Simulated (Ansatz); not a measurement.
System: C2H10OSi2 (SMILES CC[SiH2][SiH2]O).

```csv
atom,x (Å),y (Å),z (Å)
C,1.4683,-0.0257,1.2812
C,1.0190,-1.1665,0.3452
Si,0.0763,-0.5398,-1.2229
Si,-1.9497,0.5702,-0.6562
O,-1.6993,1.8499,0.5141
H,2.1690,0.6494,0.7744
H,1.9763,-0.4222,2.1688
H,0.6154,0.5723,1.6230
H,0.3646,-1.8646,0.8830
H,1.8864,-1.7489,0.0076
H,-0.2601,-1.6847,-2.1461
H,0.9622,0.4079,-1.9945
H,-2.6252,1.1003,-1.9009
H,-2.8998,-0.3565,0.0398
H,-1.1252,2.6083,0.3130
```

Theory: RKS B3LYP/6-31G in Ansatz.

Question: What will maps of the electron density and electron localisation function show?

Answer: C–Si (1.93 Å): ρ at the midpoint is about 0.78 e/Å³; the ELF peaks at about 0.95 between the atoms: a shared electron pair.
Si–Si (2.38 Å): ρ is about 0.52 e/Å³ halfway; the ELF peaks at about 0.95 between the atoms, as expected for a covalent bond.
C–H (1.10 Å): ρ at the midpoint is about 1.8 e/Å³; the ELF climbs to about 1 towards the hydrogen, as it does in any bond to H (a covalent bond by its length).

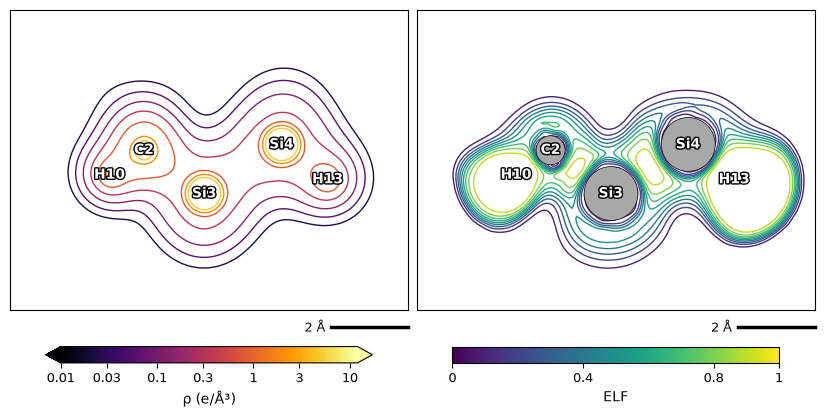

Computed electron density and electron localisation function on the plane of atoms Si3, Si4 and H13, in this order. Grey discs cover the atomic cores in the ELF map. 
